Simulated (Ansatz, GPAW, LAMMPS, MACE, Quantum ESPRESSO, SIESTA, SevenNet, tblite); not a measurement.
# Liquid (Cs,Li,Na)Cl at 1300 K (98 atoms) in other programs, against a plane-wave reference

Aim: run liquid (Cs,Li,Na)Cl at 1300 K (98 atoms) in several programs and set results and cost side by side. A plane-wave run serves as the reference.

Calculated with Ansatz 0.2.0; Kohn-Sham DFT, PBE, PAW, plane waves.

### Step 1. Starting point

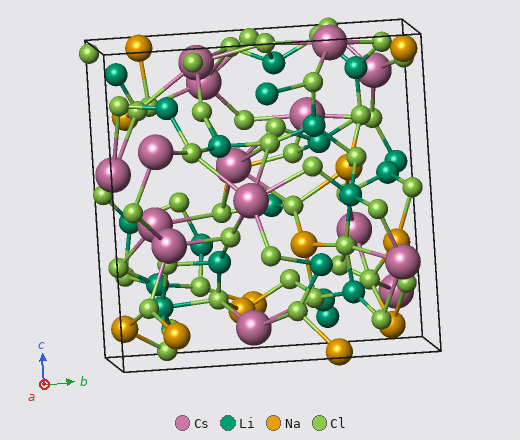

Start, viewed slightly off an axis; caesium pink, lithium teal, sodium orange, chlorine green. Bonds to atoms that aren't drawn are left out.

The cell holds 98 atoms: 15 Cs, 21 Li, 13 Na and 49 Cl. Cell: a = 15.265 Å, b = 15.265 Å, c = 15.265 Å, α = 90.0°, β = 90.0°, γ = 90.0°. 98 atoms (15 Cs, 21 Li, 13 Na, 49 Cl) placed at random at 1.95 g/cm³, melted at 1800 K for 10 ps at fixed volume with the Lennard-Jones and Coulomb ion parameters for SPC/E (Joung and Cheatham, J. Phys. Chem. B 112, 9020 (2008)), full charges. Snapshot at the end of a hold of 20 ps at 1300 K and fixed volume.

### Step 2. Plane-wave reference

The PAW files are the set soft_2.

input.yaml

```yaml
crystal:
  lattice:
    - [15.2653, 0.0, 0.0]
    - [0.0, 15.2653, 0.0]
    - [0.0, 0.0, 15.2653]
  atoms:
    - { symbol: Cs, position: [0.20668, 0.79617, 0.36045] }
    - { symbol: Cs, position: [0.47479, 0.31831, 0.93055] }
    - { symbol: Cs, position: [0.19892, 0.89015, 0.85611] }
    - { symbol: Cs, position: [0.70428, 0.4335, 0.09806] }
    [... 88 atom lines left out ...]
    - { symbol: Cl, position: [0.92215, 0.28334, 0.95356] }
    - { symbol: Cl, position: [0.03221, 0.51445, 0.97456] }
    - { symbol: Cl, position: [0.5225, 0.53611, 0.98018] }
    - { symbol: Cl, position: [0.57932, 0.18145, 0.30795] }
    - { symbol: Cl, position: [0.588, 0.16324, 0.03769] }
    - { symbol: Cl, position: [0.81098, 0.1023, 0.18476] }
kpoints:
  mp_grid: { grid: [1, 1, 1] }
hamiltonian:
  xc: pbe
scf:
  occupations: { method: fermi_dirac, width: 0.05 }
output:
  forces: true
  eigenvalues: true
  populations: true
  stress: true
```

Command:

```sh
ansatz run input.yaml --threads 4 --pin off --max-ram 8192MiB --backend cpu --events-out ev --progress --plain --runs-dir out
```

Log:

```text
[...]
Pseudopotentials: kind: paw
Pseudopotential: Cs, paw, valence charge 9, recommended cutoff 420 eV (normal), Cs.paw.azcp
Pseudopotential: Li, paw, valence charge 3, recommended cutoff 420 eV (normal), Li.paw.azcp
Pseudopotential: Na, paw, valence charge 9, recommended cutoff 420 eV (normal), Na.paw.azcp
Pseudopotential: Cl, paw, valence charge 7, recommended cutoff 420 eV (normal), Cl.paw.azcp
[...]
Crystal: 98 atoms, lattice volume = 3557.263 Å³
Basis set: ecut = 420 eV, 69599 PW (Γ), exchange–correlation on 216×216×216 points (8 copies of the dense FFT grid, shifted against one another)
Bands: 427, of which v1, the nominal top of the filled ones, is band 329 counted from 1 (328 counted from 0)
Symmetry: 1 space group operations
Space group: P1 (ITA 1), of the structure as read, at distance tolerance 1.5e-4 Å
k-points: 1
[...]
Initial density: superposition of atomic densities (neutral atoms: chi_scale 0, normalization atom), corrected by the library's trained network
Initial wavefunctions: pseudopotential atomic-orbital guess
[...]
SCF iter   1: F=—  HF=-161740.914931 eV  |F-HF|=—  |Δ(HF+E_count)|=         —  Δρ=9.15e-4  dr2=1.22e-1  ethr=1.77e-3  ⟨swp⟩=7.0  Hψ=1857  notcnv=0  defer=71
preconditioner: auto → Resta (q_TF=auto, 2.059 Å⁻¹)  ε∞=2.6  [insulator: Δε(μ)=2.919 eV  Ē_g=10.717 eV  σ=0.050 eV  W_gap=1.00  n_scr=514 (ndim 8)  ℏωp=13.7 eV  f_vac=0.232  D(μ)=0.00/eV (n_scr^D=0)  ε∞_Penn≈2.6]
[...]
SCF iter   7: F=—  HF=-161740.838892 eV  |F-HF|=—  |Δ(HF+E_count)|=   2.02e-6  Δρ=1.78e-6  dr2=2.03e-7  ethr=3.44e-10  ⟨swp⟩=2.0  Hψ=660  notcnv=0  defer=92
SCF iter   8: F=-161740.838892 eV  HF=-161740.838892 eV  |F-HF|=6.11e-10  |Δ(HF+E_count)|=   1.85e-7  Δρ=6.18e-7  dr2=2.09e-8  ethr=1.52e-11  ⟨swp⟩=16.0  Hψ=2682  notcnv=0
SCF 1 converged in 8 iterations: F = -161740.838892 eV  dr2 = 2.09e-8
[...]
SCF converged after 8 iterations
Free energy (F): -161740.838892 eV
Harris-Foulkes:  -161740.838892 eV  (|F-HF|=6.11e-10)
Internal energy: -161740.838892 eV  (E = F + TS)
E sigma→0 (E₀):  -161740.838892 eV
Fermi energy:    1.905440 eV
--- Per-component energies (eV) ---
[...]
Σ components = -161740.838892   (vs F -161740.838892, Δ=0.00e0)
--- Forces (eV/Å), atoms counted from 1 ---
  atom   1  Cs    -1.50765939    -0.37423516     0.71985464
  atom   2  Cs     0.29795434    -0.27038692    -0.01142046
  atom   3  Cs    -0.41123145    -0.46903919    -0.16581907
  atom   4  Cs    -0.13957677     0.01049965    -0.15398564
[...]
atom  98  Cl     0.48021503     0.00450766    -0.32839650
  max |Σ_I F_I| component: 2.49e-5 eV/Å
--- Stress (GPa, compression-positive) ---
       -0.222961      -0.057076      -0.110322
       -0.057076      -0.273678       0.051812
       -0.110322       0.051813      -0.569601
  P = ⅓ Tr σ = -0.3554 GPa (-3.554 kbar)
--- Band table (eV) ---
  k-point 0: bands = ["-51.6237", "-51.5223", "-51.2920", "-51.0802", [... 411 levels ...], "7.1417", "7.1497", "7.1590", "7.2082", "7.2517", "7.2683", "7.3009", "7.3118", "7.3327", "7.3686", "7.3744", "7.3857"]
--- Löwdin populations: 98 sites ---
  site symbol       q [e]
     0     Cs      8.1507
     1     Cs      8.1699
     2     Cs      8.1613
[...]
97     Cl      7.7205
  spilling = 0.004707 (of n_electrons = 658.000000)
```

Wall time 57 s (4 threads of Arm Neoverse V1, shared host); peak memory 4.3 GiB; 3.7 min of CPU time.

Reading the cycles: dr2 is the Hartree energy of the density residual (eV), the measure of convergence; HF is the Harris–Foulkes estimate of the energy, which meets the free energy F at convergence.

Numbers from this run:

```
free energy                                      : -161740.8389 eV
free energy per atom                             : -1650.4167 eV/atom
SCF cycles                                       : 8
pressure                                         : -0.3554 GPa
r.m.s. force component                           : 0.3723 eV/Å
longest force                                    : 1.785 eV/Å
Fermi energy                                     : 1.905 eV
gap (highest filled to lowest empty level) : 2.919 eV
spilling of the projection                       : 0.004707
```

Length of the force by element:

```tsv
element	coordination	atoms	mean length of the force (eV/Å)	spread	least	most
Cl	all	49	0.633	0.303	0.181	1.78
Cs	all	15	0.697	0.393	0.208	1.71
Li	all	21	0.477	0.192	0.0642	0.790
Na	all	13	0.319	0.100	0.200	0.534
```

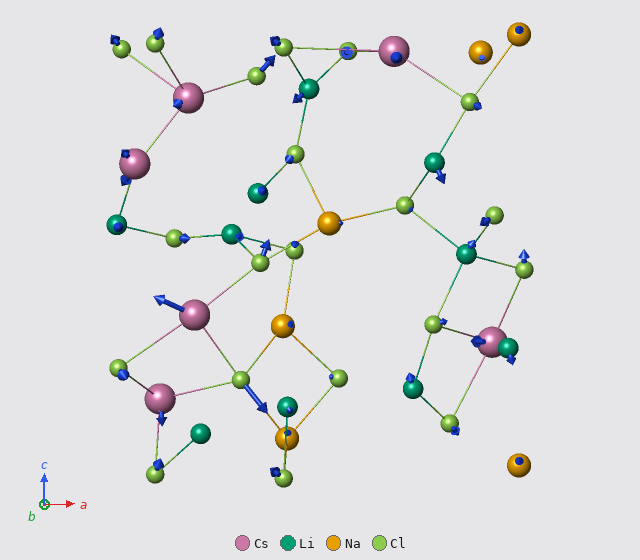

Forces as arrows; the longest in the cell is 1.78 eV/Å. Drawn is a slice 6 Å thick, seen along the normal of the ac plane. Bonds to atoms that aren't drawn are left out.

Löwdin charges by element (they lack the spilled electrons, 0.032 e an atom on average):

```tsv
element	coordination	atoms	mean charge (e)	spread	least	most
Cl	all	49	-0.700	0.0161	-0.738	-0.657
Cs	all	15	0.843	0.0096	0.829	0.858
Li	all	21	0.718	0.0146	0.689	0.748
Na	all	13	0.745	0.0179	0.722	0.782
```

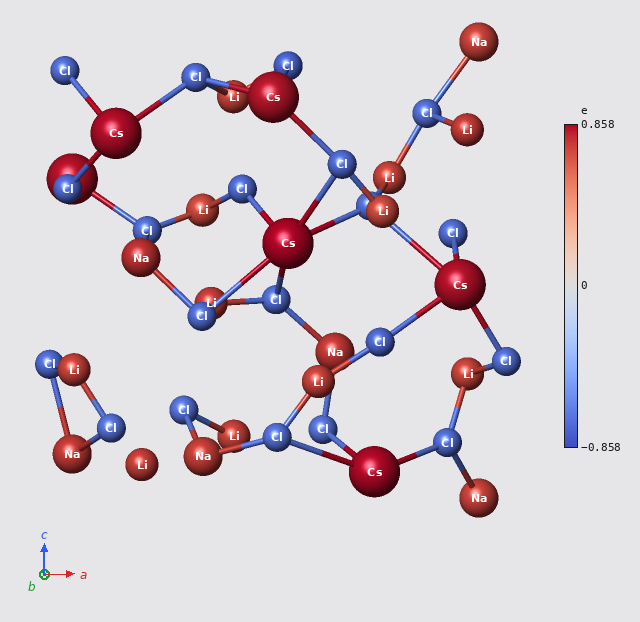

Atoms coloured by Löwdin charge. Drawn is a slice 6 Å thick, seen along the normal of the ac plane. Bonds to atoms that aren't drawn are left out.

The levels nearest the highest filled one (over half full), pooled over k-points and spins:

```tsv
level less the highest filled one (eV)	occupation
-0.526	2
-0.495	2
-0.407	2
-0.272	2
-0.206	2
0	2
2.92	0
3.51	0
3.61	0
3.75	0
3.83	0
3.91	0
```

### Step 3. Structure statistics

Density 1.95 g/cm³, 36.30 Å³ an atom.

Pair distribution functions g(r), in bins of 0.2 Å:

```tsv
r (Å)	total	Cl-Cl	Cl-Li	Cl-Cs	Cl-Na	Li-Li	Li-Cs
2.10	0.07	0.00	0.30	0.00	0.00	0.00	0.00
2.30	0.77	0.00	3.60	0.00	0.00	0.00	0.00
2.50	1.71	0.00	7.55	0.00	0.67	0.00	0.00
2.70	1.29	0.00	2.43	0.00	5.76	0.00	0.00
2.90	0.91	0.00	1.14	0.89	3.98	0.00	0.00
3.10	1.04	0.00	0.72	3.99	1.39	0.64	0.00
3.30	0.67	0.22	0.37	2.30	0.62	1.18	0.79
3.50	1.10	1.52	0.11	2.20	1.30	0.52	0.73
3.70	1.03	1.10	0.61	1.70	0.65	2.29	1.31
3.90	1.01	1.41	0.64	1.01	0.44	1.70	1.77
4.10	1.05	1.61	0.41	0.92	0.26	1.92	1.60
4.30	1.03	1.98	0.22	0.53	0.35	0.34	2.16
4.50	0.93	1.17	0.55	0.67	0.33	1.92	0.87
4.70	1.25	1.65	0.62	0.61	1.00	0.87	1.62
4.90	1.06	1.52	0.80	0.48	1.10	0.28	1.88
5.10	0.90	0.91	0.95	0.45	0.60	0.98	1.39
5.30	0.94	0.80	1.03	0.89	0.95	0.23	1.13
5.50	1.01	0.90	1.14	0.95	0.66	0.65	1.49
5.70	0.96	0.62	1.31	1.12	1.44	0.00	0.82
5.90	0.97	0.74	1.43	1.16	1.16	0.19	0.91
6.10	1.02	0.89	1.25	0.93	1.19	0.88	1.21
6.30	1.02	0.96	1.17	1.07	1.40	0.97	0.90
6.50	1.00	0.79	1.15	1.22	1.00	0.90	0.96
6.70	0.81	0.58	0.89	0.73	1.29	0.86	0.80
6.90	1.07	1.04	1.01	1.46	1.11	0.68	1.04
7.10	0.99	0.96	1.18	1.26	0.88	1.15	0.53
7.30	1.04	0.91	0.90	1.27	1.09	1.44	0.84
7.50	1.00	1.19	0.64	0.99	1.11	0.91	0.96
```

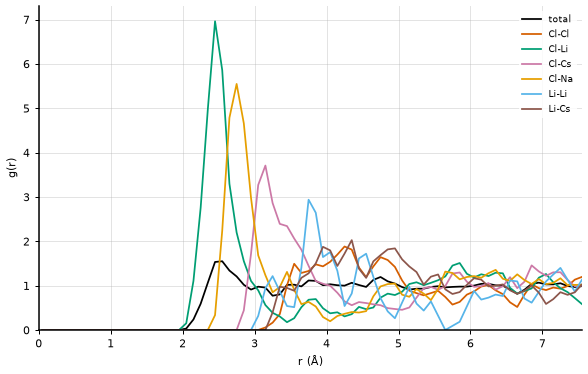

Pair distribution functions, lightly smoothed.

Bonds by pair of elements; cutoffs follow the first minimum of g(r), held within bounds set by covalent radii, and pairs that aren't listed don't count as bonded:

```tsv
pair A-B	cutoff (Å)	bonds	mean length (Å)	spread (Å)	shortest (Å)	B about A	A about B
Cl-Li	3.06	70	2.54	0.196	2.13	1.43	3.33
Cl-Cs	4.05	73	3.42	0.303	2.91	1.49	4.87
Cl-Na	3.27	43	2.84	0.169	2.57	0.878	3.31
```

The cutoffs for Cl-Li, Cl-Cs and Cl-Na fall short of the minimum of g(r), so counts run low and odd coordinations can be artefacts.

How many atoms have how many bonded neighbours:

```tsv
element	mean	2	3	4	5	6	7
Cl	3.80	2	12	29	6	0	0
Cs	4.87	0	0	8	2	4	1
Li	3.33	3	8	10	0	0	0
Na	3.31	2	6	4	1	0	0
```

### Step 4. What was run beside it

The programs:
- GPAW 26.7.0: PAW with atomic orbitals (LCAO), plane waves or a real-space grid of spacing h.
- MACE: machine-learned potential, published weights.
- Quantum ESPRESSO 7.5: plane waves; labels (QE) give functional, pseudopotential set and cutoffs of waves/density.
- SIESTA 5.4.2: numerical atomic orbitals, whose automatically made sets are far from complete, with PseudoDojo norm-conserving potentials that we converted to its format (checked against plane waves on the same files for H, C, O, Si, Ge and Ca alone); labels give functional, basis size, energy shift and mesh cutoff.
- SevenNet: machine-learned potential, published weights.
- tblite 0.8.0: extended tight binding, driven from Python.

All use the same cell and atoms; the electronic-structure runs use the same k-mesh, and an electronic temperature of 580 K (0.05 eV) where levels are smeared.

Differences are against the plane-wave reference, forces as r.m.s. over components; share is that over the reference's r.m.s. force, slope the least-squares factor from reference forces to these. Total energies of different programs have different zeros and aren't compared.

```tsv
run	Δ force, r.m.s. (meV/Å)	share (%)	slope	Δ pressure (GPa)	Δ gap (eV)	cores	CPU time	memory (GiB)
reference	-	-	-	-	-	4	3.7 min	4.3
GPAW PBE, LCAO dzp, h 0.2 Å	47.0	12.6	1.062	-	-0.130	1	8.8 min	3.2
GPAW PBE, LCAO dzp, h 0.2 Å, other mixer settings	46.7	12.5	1.064	-	-0.130	2	12 min	3.2
GPAW PBE, LCAO dzp, h 0.22 Å (coarse)	45.4	12.2	1.065	-	-0.130	1	6.5 min	2.4
GPAW PBE, LCAO sz(dzp), h 0.2 Å (coarse)	123	33.2	1.067	-	-0.592	1	3 min	2.5
MACE MP-0b2 small potential	93.1	25.0	1.045	-0.257	-	1	7.2 s	0.67
QE PBE, sssp-1.3.0-efficiency, 45/360 Ry	6.08	1.63	0.991	-0.0223	0.0022	1	36 min	9.1
SIESTA PBE, DZP, shift 0.01 Ry, mesh 500 Ry	95.1	25.5	1.187	-0.692	-0.432	2	8.6 min	4.1
SIESTA PBE, DZP, shift 0.02 Ry, mesh 500 Ry	152	40.8	1.270	-2.35	-0.659	2	6.7 min	3.5
SIESTA PBE, SZP, shift 0.01 Ry, mesh 500 Ry (coarse)	130	35.0	1.256	-0.793	-0.566	2	7.2 min	3.8
SIESTA PBE, TZP, shift 0.01 Ry, mesh 500 Ry	96.1	25.8	1.188	-0.779	-0.432	4	10 min	4.9
SevenNet 0 potential	71.0	19.1	1.030	0.0556	-	1	7.6 s	0.7
SevenNet l3i5 potential	59.7	16.0	1.016	-0.0473	-	1	9.7 s	0.94
tblite GFN1-xTB	209	56.0	0.573	-2.63	-	1	5.3 s	0.2
```

Rows marked coarse were listed beforehand as settings not expected to be converged; some can still land near the reference.

Times of the machine-learned potentials are mostly Python's start and the loading of weights.

CPU time is summed over cores on a shared host, where runs went side by side, so it is rough. Symmetry, cutoffs, thresholds, outputs and thread counts weren't matched or tuned between programs; memory under MPI is the largest rank's times the ranks.

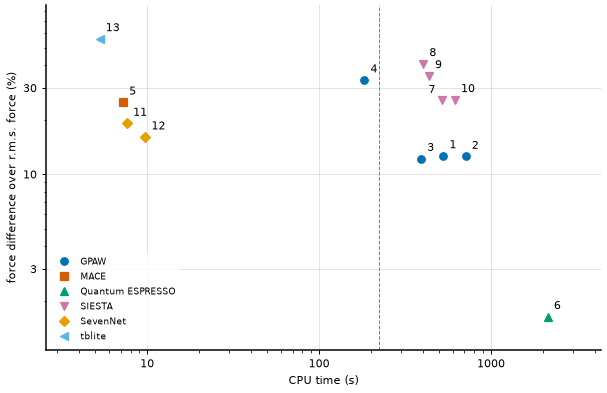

Force difference against CPU time; the dashed line marks the reference's time. Points: 1 GPAW PBE, LCAO dzp, h 0.2 Å; 2 GPAW PBE, LCAO dzp, h 0.2 Å, other mixer settings; 3 GPAW PBE, LCAO dzp, h 0.22 Å; 4 GPAW PBE, LCAO sz(dzp), h 0.2 Å; 5 MACE MP-0b2 small potential; 6 QE PBE, sssp-1.3.0-efficiency, 45/360 Ry; 7 SIESTA PBE, DZP, shift 0.01 Ry, mesh 500 Ry; 8 SIESTA PBE, DZP, shift 0.02 Ry, mesh 500 Ry; 9 SIESTA PBE, SZP, shift 0.01 Ry, mesh 500 Ry; 10 SIESTA PBE, TZP, shift 0.01 Ry, mesh 500 Ry; 11 SevenNet 0 potential; 12 SevenNet l3i5 potential; 13 tblite GFN1-xTB.

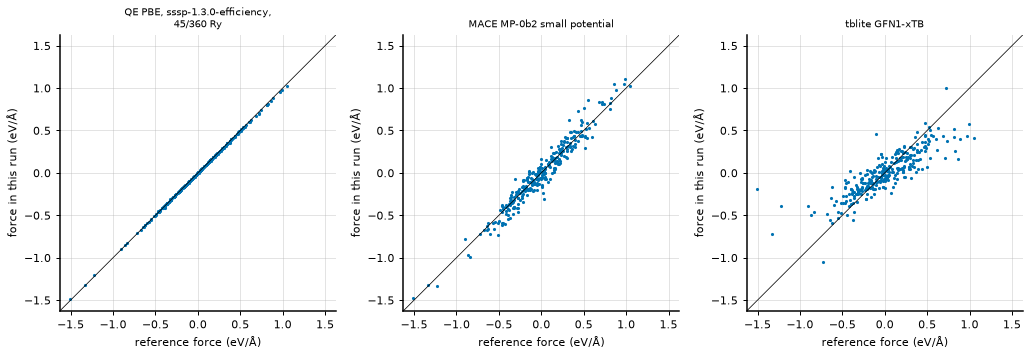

Force components against those of the reference; the line marks equality.

Mean charges by element (e), by run and scheme:

```tsv
run	scheme	Cs	Li	Na	Cl
reference	Löwdin	+0.84	+0.72	+0.74	-0.70
SIESTA PBE, DZP, shift 0.01 Ry, mesh 500 Ry	Hirshfeld	+0.38	+0.12	+0.30	-0.25
SIESTA PBE, DZP, shift 0.02 Ry, mesh 500 Ry	Hirshfeld	+0.37	+0.07	+0.27	-0.21
SIESTA PBE, TZP, shift 0.01 Ry, mesh 500 Ry	Hirshfeld	+0.39	+0.12	+0.30	-0.25
tblite GFN1-xTB	Mulliken	+0.78	+0.46	+0.74	-0.63
```

The reference's Löwdin charges lack the electrons that the projection spills, 0.032 e an atom on average.

Within one program, basis, potentials and functional, energies share a zero. Each run against its twin at the usual cutoff or grid and solver:

```tsv
run	twin	Δ energy (meV/atom)	Δ force, r.m.s. (meV/Å)	CPU time over the twin's
GPAW PBE, LCAO dzp, h 0.2 Å, other mixer settings	LCAO dzp, h 0.2 Å	0	1.99	1.3 (this twin ran on 1 cores)
GPAW PBE, LCAO dzp, h 0.22 Å	LCAO dzp, h 0.2 Å	31.7	21.0	0.74
```

### Step 5. What came out

| Property | Result |
| --- | --- |
| reference r.m.s. force component | 0.372 eV/Å |
| nearest in forces | QE PBE, sssp-1.3.0-efficiency, 45/360 Ry, 1.6 % |
| farthest in forces | tblite GFN1-xTB, 56 % |
| cheapest electronic-structure run beside the reference | tblite GFN1-xTB, 5.3 s of CPU time |

PBE on plane waves or a grid with other potentials, cutoffs or grids, coarse settings apart, differs from the reference by 1.6 % (QE PBE, sssp-1.3.0-efficiency, 45/360 Ry) of the r.m.s. force; this holds the reference's own error, so differences of a few per cent don't tell which side is nearer the exact PBE result (QE's 45 Ry are 612 eV, against the reference's 420 eV). The PBE runs in local orbitals, coarse settings apart, differ by 13 % (GPAW PBE, LCAO dzp, h 0.2 Å, other mixer settings) to 41 % (SIESTA PBE, DZP, shift 0.02 Ry, mesh 500 Ry); basis, grid and potentials can all enter. Tight binding differs by 56 % (tblite GFN1-xTB); it is another model, with fitted parameters of its own, and the xTB methods hold dispersion. Machine-learned potentials differ by 16 % (SevenNet l3i5 potential) to 25 % (MACE MP-0b2 small potential); they were trained on other programs' data. Runs with settings chosen to be coarse differ by 12 % (GPAW PBE, LCAO dzp, h 0.22 Å) to 35 % (SIESTA PBE, SZP, shift 0.01 Ry, mesh 500 Ry), their programs' other errors included. One electronic-structure run takes under half the reference's CPU time: tblite GFN1-xTB, at 56 % in 5.3 s against 3.7 min; its pressure misses by -2.6 GPa. SIESTA PBE, DZP, shift 0.02 Ry, mesh 500 Ry stiffens the forces by a factor of 1.27 while following their directions (correlation 0.972); the slopes of the 4 SIESTA runs lie between 1.19 and 1.27. At the same functional, gaps differ from the reference's 2.92 eV by between -0.66 and +0.00 eV. In pressure, SIESTA PBE, DZP, shift 0.02 Ry, mesh 500 Ry misses by -2.4 GPa, at the same functional. Charges hang on model, scheme and program or settings: among these rows the mean for Li runs from +0.07 to +0.72 e. In the reference: filled and empty levels are parted by 2.92 eV (at Γ alone); a semilocal functional tends to put such gaps too low. In a disordered cell it changes from sample to sample and from frame to frame. In the reference: mean Löwdin charges: Cl -0.70, Cs +0.84, Li +0.72, Na +0.74 e (they miss 0.47 % of the electrons, so they add up to more than the cell's charge). Periodic xTB results under one method name differ between programs and library versions. The potentials hold different valence shells: 658 electrons in the reference, 590 in GPAW; this bears on time and differences. The frame stands for 1300 K, but pressures are static and levels are smeared at 580 K. The network of bonds at the start is that of the classical potential that made the cell, and needn't be the one that DFT or experiment would give. The ion parameters were fitted for water, not for melts, so the starting structure of this cell may lie well off the real melt's. The electronic-structure runs sample only Γ, in a cell whose shortest periodic width is 15 Å. Spin–orbit coupling is left out, which matters for the levels of the heavy elements.

[Also dropped from logs without a mark: logging warnings of Python, and SIESTA's first energy breakdown and zero terms.]

[Logs are printed without paths, hosts, clocks, repeated set-up lines and the standing remarks that a program may print on its own settings, such as how far it seeks lower states.]

[Hosts, paths, dates, database ids (printed as entryN), source tags and the programs' standing remarks are cut or masked in the printed files.]
